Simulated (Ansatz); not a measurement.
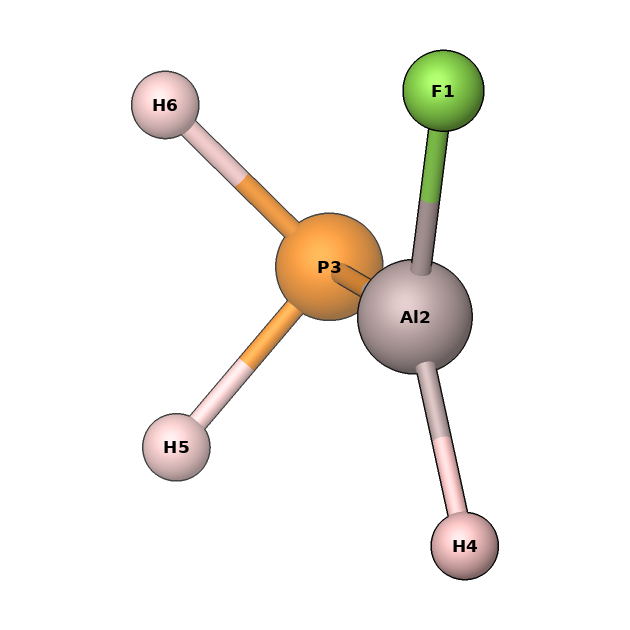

P3 lies behind Al2. The molecule seen a little off the Al2–P3 bond, Al2 in front. Depth is shown by fading: the farther an atom, the more it takes the colour of the background. The geometry was computed by an optimisation with PBE-D4/def2-SVP. No frequency run is at hand to confirm it as a minimum.

**What is the torsion angle F1–Al2–P3–H5? The sign is positive where the front bond must turn clockwise to cover the back bond.**

−139°, anticlinal.
